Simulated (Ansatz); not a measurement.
Double-hcp La, treated with r²SCAN+SOC (plane waves, PAW; Ansatz, a first-principles code).

Settings: plane-wave cutoff 560 eV, 18×18×6 k mesh (along the axes of the cell as run), Fermi–Dirac smearing 0.05 eV, PAW data made under PBE.

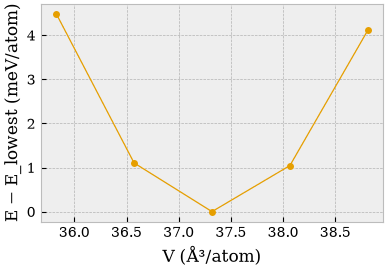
Figure: Total energy against volume

Q: From the curve, estimate the equilibrium volume and the bulk modulus.

A: V0 ≈ 37.3 Å³/atom and B0 ≈ 23 GPa; the fit gives V0 = 37.322 Å³/atom, B0 = 23.1 GPa, B′ = 2.0.

Shape and atoms are relaxed at each volume.

Measured, for comparison: bulk modulus 27.9 GPa (room temperature, no zero-point or thermal correction; as tabulated in Wikipedia's data pages). Computed (rounded) less measured: bulk modulus -17 %.

Note: the bulk modulus comes from volumes at which shape and atoms were relaxed.

Static lattice: no zero-point or thermal effects.
